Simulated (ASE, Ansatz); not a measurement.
# Relaxing BH12C2I3N2 (P2_1/m) (80 atoms)

How does BH12C2I3N2 (P2_1/m) (80 atoms) relax, and what do bonds, charges and levels look like afterwards?

Method: Kohn-Sham DFT, PBE+D4, PAW (set soft_2, large core), plane waves, in Ansatz 0.2.0.

### 1. The structure

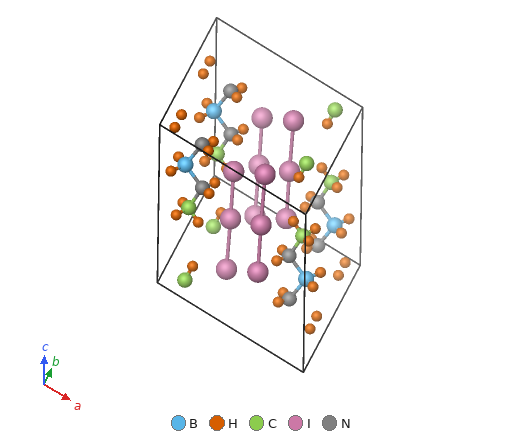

The starting structure, seen slightly off an axis (boron blue, hydrogen orange, carbon green, iodine pink, nitrogen grey). Bonds to atoms that aren't drawn are left out.

The cell holds 80 atoms: 4 B, 48 H, 8 C, 12 I and 8 N. Cell: a = 9.339 Å, b = 14.279 Å, c = 9.484 Å, α = 90.0°, β = 118.5°, γ = 90.0°. It derives from BH12C2I3N2 (P2_1/m), repeated 1×2×1. BH12C2I3N2, space group P2_1/m, structure from the Crystallography Open Database, 1 x 2 x 1 conventional cells; positions as listed.

Coordinates:

```xyz
80
Lattice="9.3387 0.0000 0.0000 0.0000 14.2786 0.0000 -4.5245 0.0000 8.3348" Properties=species:S:1:pos:R:3 pbc="T T T"
B    -2.1080    1.7848    6.1386
B     6.9222    5.3545    2.1962
H    -1.4825    1.1566    7.9264
H     6.2967    4.7262    0.4084
H     6.2967    5.9827    0.4084
H    -1.4825    2.4131    7.9264
H    -0.1986    2.4988    5.7677
H     5.0128    6.0684    2.5671
H     5.0128    4.6405    2.5671
H    -0.1986    1.0709    5.7677
H    -3.7192    0.9424    8.1931
H     8.5334    4.5120    0.1417
H     8.5334    6.1969    0.1417
H    -3.7192    2.6273    8.1931
H     1.2059    1.7848    1.0644
H     3.6083    5.3545    7.2705
H    -1.0852    0.9567    3.6507
H     5.8994    4.5263    4.6842
H     5.8994    6.1826    4.6842
H    -1.0852    2.6130    3.6507
H     0.1690    1.7848    3.5423
H     4.6452    5.3545    4.7925
H    -2.6162    0.8282    5.8344
H     7.4304    4.3978    2.5004
H     7.4304    6.3111    2.5004
H    -2.6162    2.7415    5.8344
C     1.2548    1.7848    0.0867
C     3.5594    5.3545    8.2481
C    -0.6967    1.7848    4.0032
C     5.5109    5.3545    4.3316
I     2.9783    5.3545    0.1358
I     1.8359    1.7848    8.1991
I     1.6840    5.3545    2.9076
I     3.1302    1.7848    5.4272
I     0.4402    5.3545    5.4809
I     4.3740    1.7848    2.8539
N    -1.9318    1.7848    7.7339
N     6.7460    5.3545    0.6009
N    -0.6486    1.7848    5.4785
N     5.4628    5.3545    2.8563
B    -2.1080    8.9241    6.1386
B     6.9222   12.4938    2.1962
H    -1.4825    8.2959    7.9264
H     6.2967   11.8655    0.4084
H     6.2967   13.1220    0.4084
H    -1.4825    9.5524    7.9264
H    -0.1986    9.6381    5.7677
H     5.0128   13.2077    2.5671
H     5.0128   11.7798    2.5671
H    -0.1986    8.2102    5.7677
H    -3.7192    8.0817    8.1931
H     8.5334   11.6513    0.1417
H     8.5334   13.3362    0.1417
H    -3.7192    9.7666    8.1931
H     1.2059    8.9241    1.0644
H     3.6083   12.4938    7.2705
H    -1.0852    8.0960    3.6507
H     5.8994   11.6656    4.6842
H     5.8994   13.3219    4.6842
H    -1.0852    9.7523    3.6507
H     0.1690    8.9241    3.5423
H     4.6452   12.4938    4.7925
H    -2.6162    7.9675    5.8344
H     7.4304   11.5371    2.5004
H     7.4304   13.4504    2.5004
H    -2.6162    9.8808    5.8344
C     1.2548    8.9241    0.0867
C     3.5594   12.4938    8.2481
C    -0.6967    8.9241    4.0032
C     5.5109   12.4938    4.3316
I     2.9783   12.4938    0.1358
I     1.8359    8.9241    8.1991
I     1.6840   12.4938    2.9076
I     3.1302    8.9241    5.4272
I     0.4402   12.4938    5.4809
I     4.3740    8.9241    2.8539
N    -1.9318    8.9241    7.7339
N     6.7460   12.4938    0.6009
N    -0.6486    8.9241    5.4785
N     5.4628   12.4938    2.8563
```

Limits known from the start: Only the Γ point is sampled, in a cell whose shortest periodic width is 8 Å. Spin–orbit coupling is left out, which matters for the levels of the heavy elements.

### 2. Single point at the start

The forces at the start show how far the geometry lies from a minimum of this functional.

input.yaml reads:

```yaml
crystal:
  lattice:
    - [9.3387, 0.0, 0.0]
    - [0.0, 14.2786, 0.0]
    - [-4.5245, 0.0, 8.33483]
  atoms:
    - { symbol: B, position: [0.1311, 0.125, 0.7365] }
    - { symbol: B, position: [0.8689, 0.375, 0.2635] }
    - { symbol: H, position: [0.302, 0.081, 0.951] }
    - { symbol: H, position: [0.698, 0.331, 0.049] }
    [... 70 atom lines left out ...]
    - { symbol: I, position: [0.36573, 0.875, 0.65759] }
    - { symbol: I, position: [0.63427, 0.625, 0.34241] }
    - { symbol: "N", position: [0.2427, 0.625, 0.9279] }
    - { symbol: "N", position: [0.7573, 0.875, 0.0721] }
    - { symbol: "N", position: [0.249, 0.625, 0.6573] }
    - { symbol: "N", position: [0.751, 0.875, 0.3427] }
kpoints:
  mp_grid: { grid: [1, 1, 1] }
hamiltonian:
  xc: pbe
  dispersion: d4
  pseudopotentials: { kind: paw, core: large }
scf:
  occupations: { method: fixed }
output:
  forces: true
  stress: true
  populations: intrinsic
  dos:
    method: { smearing: { sigma: 0.08 } }
    de: 0.1
    projected: { site_lists: { B: [B], C: [C], H: [H], I: [I], "N": ["N"] } }
  eigenvalues: true
```

Run with:

```bash
$ ansatz run input.yaml --threads 4 --pin off --max-ram 8192MiB --backend cpu --events-out ev --progress --plain --runs-dir out
```

Numbers of over 12 decimals in the logs are rounded to 6 here.

What it wrote:

```text
Engine: ansatz 0.2.0, x86_64-unknown-linux-gnu
Pseudopotentials: kind: paw
Pseudopotential: B, paw, valence charge 3, recommended cutoff 420 eV (normal), B.paw.azcp
Pseudopotential: H, paw, valence charge 1, recommended cutoff 420 eV (normal), H.paw.azcp
Pseudopotential: C, paw, valence charge 4, recommended cutoff 420 eV (normal), C.paw.azcp
Pseudopotential: I, paw, valence charge 7, recommended cutoff 420 eV (normal), I.paw.azcp#standard-large-core
Pseudopotential: N, paw, valence charge 5, recommended cutoff 420 eV (normal), N.paw.azcp
[... 5 lines on functional and potentials left out ...]
Crystal: 80 atoms, lattice volume = 1111.396 Å³
Basis set: ecut = 420 eV, 21729 PW (Γ), exchange–correlation on 128×192×128 points (8 copies of the dense FFT grid, shifted against one another)
Bands: 188, of which v1, the nominal top of the filled ones, is band 108 counted from 1 (107 counted from 0)
Symmetry: 8 space group operations
Space group: P21/m (ITA 11), of the structure as read, at distance tolerance 1.0e-4 Å
k-points: 1
[... 11 lines on functional and potentials left out ...]
Initial density: superposition of atomic densities (chi_scale 0.1, normalization cell), built separately for each of the 8 bonded fragments (scf.initial_density.interfragment_charge_transfer: auto; true builds it for the cell as a whole; a typed value also counts as a typed key of the start: scf.initial_density.chi_scale says what that changes, if anything)
Initial wavefunctions: pseudopotential atomic-orbital guess
Functional: x = pbe(κ = 0.804, μ = 0.219515), c = pbe(β = 0.066725)
SCF iter   1: F=—  HF=-68524.225201 eV  |F-HF|=—  |Δ(HF+E_count)|=         —  Δρ=1.10e-1  dr2=1.13e2  ethr=3.10e-3  ⟨swp⟩=6.0  Hψ=693  notcnv=0  defer=72
preconditioner: auto → Resta (q_TF=auto, 2.076 Å⁻¹)  ε∞=2.2  [insulator: Δε(μ)=3.340 eV  Ē_g=13.812 eV  n_scr=170 (ndim 8)  ℏωp=15.1 eV  f_vac=0.005  ε∞_Penn≈2.2]
SCF iter   2: F=—  HF=-68489.073249 eV  |F-HF|=—  |Δ(HF+E_count)|=    3.52e1  Δρ=4.67e-2  dr2=1.73e1  ethr=3.10e-3  ⟨swp⟩=3.0  Hψ=371  notcnv=0  defer=76
SCF iter   3: F=—  HF=-68483.054577 eV  |F-HF|=—  |Δ(HF+E_count)|=    6.02e0  Δρ=7.81e-3  dr2=5.70e-1  ethr=3.10e-3  ⟨swp⟩=2.0  Hψ=297  notcnv=0  defer=76
SCF iter   4: F=—  HF=-68483.050260 eV  |F-HF|=—  |Δ(HF+E_count)|=   4.32e-3  Δρ=2.34e-3  dr2=4.20e-2  ethr=2.64e-4  ⟨swp⟩=2.0  Hψ=300  notcnv=0  defer=78
SCF iter   5: F=—  HF=-68483.078937 eV  |F-HF|=—  |Δ(HF+E_count)|=   2.87e-2  Δρ=8.75e-4  dr2=7.89e-3  ethr=1.95e-5  ⟨swp⟩=2.0  Hψ=223  notcnv=0  defer=77
SCF iter   6: F=—  HF=-68483.082293 eV  |F-HF|=—  |Δ(HF+E_count)|=   3.36e-3  Δρ=1.92e-4  dr2=4.55e-4  ethr=3.65e-6  ⟨swp⟩=2.0  Hψ=213  notcnv=0  defer=77
SCF iter   7: F=—  HF=-68483.082986 eV  |F-HF|=—  |Δ(HF+E_count)|=   6.93e-4  Δρ=4.44e-5  dr2=2.79e-5  ethr=2.11e-7  ⟨swp⟩=2.0  Hψ=212  notcnv=0  defer=77
SCF iter   8: F=—  HF=-68483.084102 eV  |F-HF|=—  |Δ(HF+E_count)|=   1.12e-3  Δρ=1.34e-5  dr2=3.28e-6  ethr=1.29e-8  ⟨swp⟩=2.0  Hψ=212  notcnv=0  defer=76
SCF iter   9: F=—  HF=-68483.084105 eV  |F-HF|=—  |Δ(HF+E_count)|=   2.11e-6  Δρ=6.96e-6  dr2=7.76e-7  ethr=1.52e-9  ⟨swp⟩=2.0  Hψ=216  notcnv=0  defer=76
SCF iter  10: F=-68483.084105 eV  HF=-68483.084105 eV  |F-HF|=6.82e-9  |Δ(HF+E_count)|=   1.77e-8  Δρ=1.78e-6  dr2=4.15e-8  ethr=4.63e-11  ⟨swp⟩=27.0  Hψ=2188  notcnv=0
SCF 1 converged in 10 iterations: F = -68483.084105 eV  dr2 = 4.15e-8
  greatest PAW one-centre occupation: 0.852 electrons in one spin orbital (limit 2), on the I atom at site 73 (counted from 0), in its partial waves of l = 0
SCF converged after 10 iterations
Free energy (F): -68483.084105 eV
Harris-Foulkes:  -68483.084105 eV  (|F-HF|=6.82e-9)
Internal energy: -68483.084105 eV  (E = F + TS)
E sigma→0 (E₀):  -68483.084105 eV
Fermi energy:    0.701245 eV
--- Per-component energies (eV) ---
  E_band       = -1300.614171
  E_kinetic    = 3914.503516
  E_local      = -10630.630892  (includes V_loc(G=0)·N_el)
  E_nonlocal   = 1770.552871
  E_hartree    = 3504.863887
  E_xc         = -6624.047431
  E_vxc        = -3125.368938  (∫ρ·V_xc dr)
  E_paw        = -56298.941740  (= ΣΔE_a)
  E_vpaw       = -239.319019  (= ΣTr[D̂ρ^β])
  E_aug_tail   = -0.079515  (compensation charges beyond the density's cutoff)
  E_ewald      = -4112.755352
  E_disp       = -6.549447  (pairwise vdW)
  E_smearing   = -0.000000  (= −TS)
  E_closure    = 0.000000  (closes the sum)
  Σ components = -68483.084105   (vs F -68483.084105, Δ=0.00e0)
--- Forces (eV/Å), atoms counted from 1 ---
  atom   1  B      1.45284177    -0.00000000     0.66385745
  atom   2  B     -1.45284177     0.00000000    -0.66385745
  atom   3  H     10.66243654   -16.63969023     5.14557016
  atom   4  H    -10.66243654   -16.63969023    -5.14557016
  atom   5  H    -10.66243654    16.63969023    -5.14557016
  atom   6  H     10.66243654    16.63969023     5.14557016
  atom   7  H      4.27635690     6.93725850     2.45601515
  atom   8  H     -4.27635690     6.93725850    -2.45601515
  atom   9  H     -4.27635690    -6.93725850    -2.45601515
  atom  10  H      4.27635690    -6.93725850     2.45601515
  atom  11  H     -2.62599445    -3.95050218    -1.97450805
  atom  12  H      2.62599445    -3.95050218     1.97450805
  atom  13  H      2.62599445     3.95050218     1.97450805
  atom  14  H     -2.62599445     3.95050218    -1.97450805
[...]
atom  79  N     -7.88256638     0.00000000    -4.72627965
  atom  80  N      7.88256638    -0.00000000     4.72627965
  max |Σ_I F_I| component: 1.42e-14 eV/Å
--- Stress (GPa, compression-positive) ---
       12.285698      -0.000000       6.711064
       -0.000000      27.301355      -0.000000
        6.711063      -0.000000       4.447840
  P = ⅓ Tr σ = 14.6783 GPa (146.783 kbar)
--- Band table (eV) ---
  k-point 0: bands = ["-19.6791", "-19.6773", "-19.6773", "-19.6759", [... 172 levels ...], "10.1189", "10.4012", "10.4012", "10.4927", "10.5829", "10.5829", "10.6455", "10.7357", "10.7744", "10.9171", "10.9171", "10.9628"]
--- intrinsic populations: 80 sites ---
  site symbol       q [e]
     0      B      3.1758
     1      B      3.1758
     2      H      0.6155
[...]
79      N      5.4166
  spilling = 0.000000 (of n_electrons = 216.000000)
```

Elapsed: 9.2 s, on 4 threads of AMD EPYC 9R45, shared host; peak memory 1.1 GiB.

The column dr2 measures how far the density is from self-consistency, as an energy; F and HF (Harris–Foulkes) agree once it is small.

The program notes that potentials were chosen by core size.

Numbers from this run:

```yaml
free_energy: -68483.0841 eV
free_energy_per_atom: -856.0386 eV/atom
scf_cycles: 10
pressure: 14.68 GPa
r_m_s_force_component: 5.527 eV/Å
longest_force: 23.26 eV/Å
fermi_energy: 0.7012 eV
spacing_of_highest_filled_and_lowest_empty_level: 3.146 eV
```

The r.m.s. force component of 5.5 eV/Å and the pressure of 15 GPa set the starting point.

Neighbours are counted within 1.34 Å (H-C), 1.27 Å (H-N), 1.44 Å (H-B), 3.06 Å (I-I), 1.79 Å (C-N), 1.89 Å (N-B).

Length of the force by element and coordination:

| element | coordination | atoms | mean length of the force (eV/Å) | spread | least | most |
| --- | --- | --- | --- | --- | --- | --- |
| B | all | 4 | 1.60 | 0 | 1.60 | 1.60 |
| C | all | 8 | 4.62 | 0.357 | 4.26 | 4.98 |
| H | all | 48 | 7.85 | 5.92 | 2.13 | 20.4 |
| I | all | 12 | 0.730 | 0.251 | 0.502 | 1.08 |
| I | 1 | 8 | 0.845 | 0.235 | 0.609 | 1.08 |
| I | 2 | 4 | 0.502 | 0 | 0.502 | 0.502 |
| N | all | 8 | 16.2 | 7.04 | 9.19 | 23.3 |

### 3. Relaxation

With the cell held, the atoms are moved downhill towards a nearby minimum.

input.yaml, the sections that differ from step 2:

```yaml
output:
  forces: true
relax:
  f_tol: 0.05
  max_steps: 200
# crystal, kpoints, hamiltonian, scf: as in step 2
```

What it wrote:

```text
[...]
Crystal: 80 atoms, lattice volume = 1111.396 Å³
Basis set: ecut = 420 eV, 21729 PW (Γ), exchange–correlation on 128×192×128 points (8 copies of the dense FFT grid, shifted against one another)
Bands: 188, of which v1, the nominal top of the filled ones, is band 108 counted from 1 (107 counted from 0)
Symmetry: 8 space group operations
[...]
k-points: 1
[...]
SCF iter   1: F=—  HF=-68524.225024 eV  |F-HF|=—  |Δ(HF+E_count)|=         —  Δρ=1.10e-1  dr2=1.13e2  ethr=3.10e-3  ⟨swp⟩=5.0  Hψ=723  notcnv=0  defer=73
[...]
SCF iter   3: F=—  HF=-68483.069046 eV  |F-HF|=—  |Δ(HF+E_count)|=    5.92e0  Δρ=7.97e-3  dr2=6.00e-1  ethr=3.10e-3  ⟨swp⟩=2.0  Hψ=224  notcnv=0  defer=24
automatic band count: iteration 3 solves 136 bands in place of 188: the levels show a gap, and the empty bands left out lie too high to hold charge; the band table lists the bands solved (type scf.n_extra_bands for more)
SCF iter   4: F=—  HF=-68483.052146 eV  |F-HF|=—  |Δ(HF+E_count)|=   1.69e-2  Δρ=2.42e-3  dr2=4.42e-2  ethr=2.78e-4  ⟨swp⟩=2.0  Hψ=255  notcnv=0  defer=25
[...]
SCF iter   8: F=-68483.084102 eV  HF=-68483.084102 eV  |F-HF|=3.40e-7  |Δ(HF+E_count)|=   5.03e-5  Δρ=1.57e-5  dr2=4.75e-6  ethr=1.65e-8  ⟨swp⟩=4.0  Hψ=424  notcnv=0
SCF 1 converged in 8 iterations: F = -68483.084102 eV  dr2 = 4.75e-6
[...]
relax step   1: F+E_penalty+E_count = -68483.08410243 eV  Δ(F+E_penalty+E_count) = +0.000e0 eV  max|allowed force component| = 2.134e1 eV/Å  Δτ_max = 0.0000 Å  (8 SCF iters, dr2 threshold 6.25e-5 eV, accepted)
[...]
relax step   2: F+E_penalty+E_count = -68509.65194913 eV  Δ(F+E_penalty+E_count) = -2.657e1 eV  max|allowed force component| = 1.867e0 eV/Å  Δτ_max = 0.1945 Å  (7 SCF iters, dr2 threshold 1.00e-4 eV, accepted)
[...]
relax step   3: F+E_penalty+E_count = -68511.31616472 eV  Δ(F+E_penalty+E_count) = -1.664e0 eV  max|allowed force component| = 7.534e-1 eV/Å  Δτ_max = 0.1200 Å  (6 SCF iters, dr2 threshold 1.00e-4 eV, accepted)
[...]
relax step   4: F+E_penalty+E_count = -68511.42057671 eV  Δ(F+E_penalty+E_count) = -1.044e-1 eV  max|allowed force component| = 2.875e-1 eV/Å  Δτ_max = 0.0479 Å  (5 SCF iters, dr2 threshold 3.55e-5 eV, accepted)
[...]
relax step   5: F+E_penalty+E_count = -68511.45052164 eV  Δ(F+E_penalty+E_count) = -2.994e-2 eV  max|allowed force component| = 9.301e-2 eV/Å  Δτ_max = 0.0939 Å  (6 SCF iters, dr2 threshold 1.20e-5 eV, accepted)
[...]
relax step   6: F+E_penalty+E_count = -68511.46439123 eV  Δ(F+E_penalty+E_count) = -1.387e-2 eV  max|allowed force component| = 2.440e-2 eV/Å  Δτ_max = 0.0566 Å  (8 SCF iters, accepted)
SCF converged after 8 iterations
Free energy (F): -68511.464391 eV
[...]
Internal energy: -68511.464391 eV  (E = F + TS)
E sigma→0 (E₀):  -68511.464391 eV
Fermi energy:    0.550598 eV
[...]
--- Forces (eV/Å), atoms counted from 1 ---
  atom   1  B     -0.01523366     0.00000000    -0.01757114
  atom   2  B      0.01523366    -0.00000000     0.01757114
  atom   3  H      0.00896182    -0.00205817     0.01012763
  atom   4  H     -0.00896182    -0.00205817    -0.01012763
  atom   5  H     -0.00896182     0.00205817    -0.01012763
  atom   6  H      0.00896182     0.00205817     0.01012763
  atom   7  H      0.00550573    -0.00436068     0.00280026
  atom   8  H     -0.00550573    -0.00436068    -0.00280026
  atom   9  H     -0.00550573     0.00436068    -0.00280026
  atom  10  H      0.00550573     0.00436068     0.00280026
  atom  11  H      0.00499701     0.00534532    -0.00857189
  atom  12  H     -0.00499701     0.00534532     0.00857189
  atom  13  H     -0.00499701    -0.00534532     0.00857189
  atom  14  H      0.00499701    -0.00534532    -0.00857189
[...]
atom  79  N      0.02092322     0.00000000    -0.00995695
  atom  80  N     -0.02092322    -0.00000000     0.00995695
  max |Σ_I F_I| component: 1.39e-17 eV/Å
--- Relaxed structure (6 steps of the walk, 6 accepted, 0 SCFs on fresh bases) ---
  F+E_penalty+E_count = -68511.46439123 eV   max|allowed force component| = 2.440e-2 eV/Å
  atoms:
    - { symbol: B, position: [0.132079, 0.125, 0.732771] }
    - { symbol: B, position: [0.867921, 0.375000, 0.267229] }
    - { symbol: H, position: [0.316404, 0.067180, 0.961735] }
    - { symbol: H, position: [0.683596, 0.317180, 0.038265] }
[...]
- { symbol: N, position: [0.752035, 0.875000, 0.346689] }
```

Wall time 15 s (4 threads); peak memory 1.1 GiB.

Relaxation path:

| step | energy less that of the first step (eV) | largest force component (eV/Å) |
| --- | --- | --- |
| 1 | 0.0000 | 21.3395 |
| 2 | -26.5678 | 1.8667 |
| 3 | -28.2321 | 0.7534 |
| 4 | -28.3365 | 0.2875 |
| 5 | -28.3664 | 0.0930 |
| 6 | -28.3803 | 0.0244 |

Forces are held to the 8 operations that the run works with; a distortion that breaks them can't arise in this run.

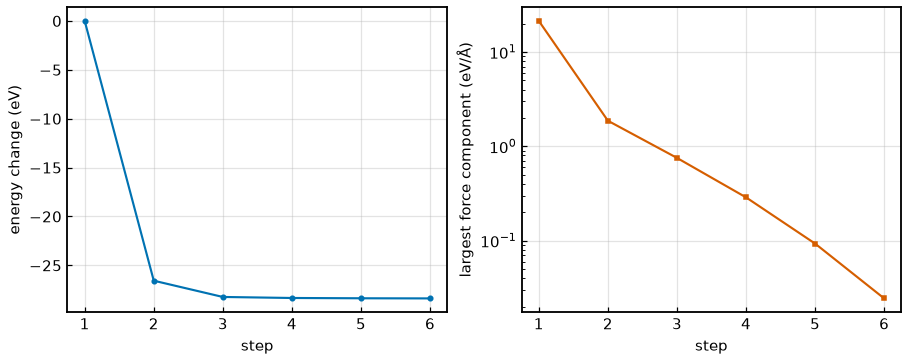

Energy and largest force along the relaxation.

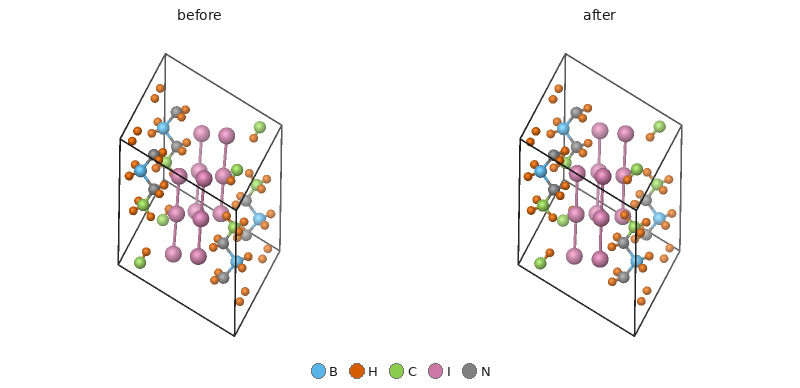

Before and after, at one scale. Bonds to atoms that aren't drawn are left out.

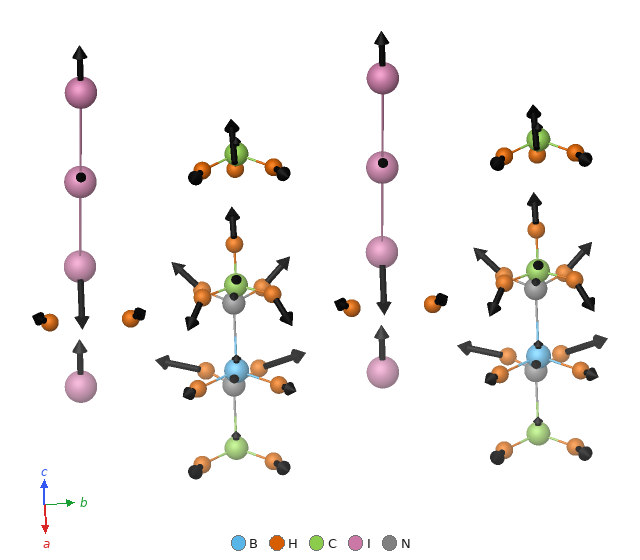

Displacements in the relaxation, exaggerated; the longest in the cell stands for 0.25 Å. Drawn is a stretch of 13 Å of the 14 Å that the cell measures along b and a slice 4 Å thick, seen at a slant to the bc plane. Bonds to atoms that aren't drawn are left out.

The atoms that moved most (Å):

| atom | dx | dy | dz | length |
| --- | --- | --- | --- | --- |
| H16 | -0.242 | 0.000 | -0.075 | 0.253 |
| H56 | -0.242 | 0.000 | -0.075 | 0.253 |
| H55 | 0.242 | 0.000 | 0.075 | 0.253 |
| H15 | 0.242 | 0.000 | 0.075 | 0.253 |
| I36 | 0.206 | 0.000 | -0.111 | 0.234 |
| I76 | 0.206 | 0.000 | -0.111 | 0.234 |
| I75 | -0.206 | 0.000 | 0.111 | 0.234 |
| I35 | -0.206 | 0.000 | 0.111 | 0.234 |

The relaxation changed the energy by -355 meV/atom, and atoms moved by 0.15 Å r.m.s., 0.25 Å at most.

[end of part 1 of 2]

[Logs are printed without paths, hosts, clocks, repeated set-up lines and the standing remarks that a program may print on its own settings, such as how far it seeks lower states.]

[Hosts, paths, dates, database ids (printed as entryN), source tags and the programs' standing remarks are cut or masked in the printed files.]
